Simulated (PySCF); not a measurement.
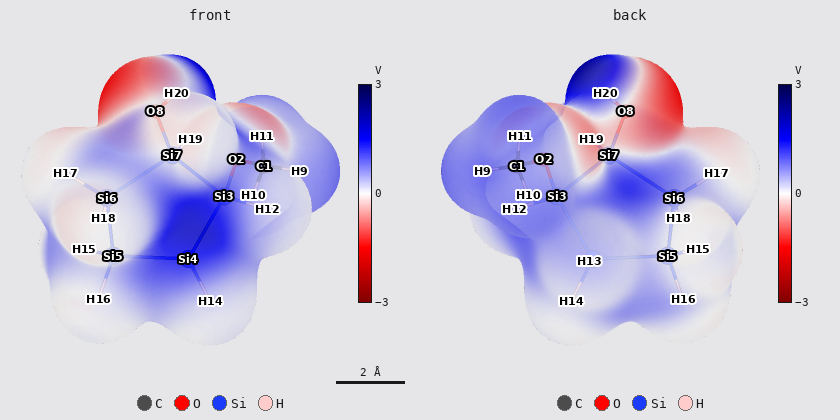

Figure. CH12O2Si5. The electrostatic potential painted on the density surface at 0.002 e/bohr³, seen from the front and from behind; the colour scale runs from red (negative) to blue (positive).

Geometry: GFN2-xTB.

All numbers below come from PBE0/pcSseg-1, SCF density, gas phase, non-relativistic (PySCF).

```yaml
atoms:
  - { symbol: C, position_ang: [-3.0005, 0.8146, -0.9231] }
  - { symbol: O, position_ang: [-1.6613, 1.1324, -0.7127] }
  - { symbol: Si, position_ang: [-0.3456, 0.2727, -1.1933] }
  - { symbol: Si, position_ang: [-0.3716, -1.8849, -0.2877] }
  - { symbol: Si, position_ang: [1.3320, -1.9580, 1.3172] }
  - { symbol: Si, position_ang: [2.5656, 0.0253, 1.1513] }
  - { symbol: Si, position_ang: [1.3307, 1.5000, -0.1541] }
  - { symbol: O, position_ang: [0.7011, 2.5050, 0.9742] }
  - { symbol: H, position_ang: [-3.2518, 0.8870, -1.9841] }
  - { symbol: H, position_ang: [-3.2172, -0.2012, -0.5831] }
  - { symbol: H, position_ang: [-3.6137, 1.5205, -0.3612] }
  - { symbol: H, position_ang: [-0.3585, 0.2497, -2.6711] }
  - { symbol: H, position_ang: [-1.6800, -2.2463, 0.2912] }
  - { symbol: H, position_ang: [-0.2053, -2.9228, -1.3172] }
  - { symbol: H, position_ang: [0.7641, -2.1519, 2.6609] }
  - { symbol: H, position_ang: [2.1637, -3.1581, 1.1499] }
  - { symbol: H, position_ang: [2.9830, 0.5430, 2.4596] }
  - { symbol: H, position_ang: [3.8474, -0.2671, 0.4870] }
  - { symbol: H, position_ang: [2.0974, 2.3388, -1.0949] }
  - { symbol: H, position_ang: [-0.0847, 3.0118, 0.7882] }
```

Q: Which sites attract a positive test charge, and which a negative one?

A: A positive charge is drawn to the negative regions and a negative charge to the positive ones. The most negative region (about −1.4 V) lies over O8, the most positive (about +2.1 V) over H20. O8 is the likeliest acceptor of a hydrogen bond.

Q: How polar is the molecule by this calculation?

A: Its dipole moment is 2.31 D.
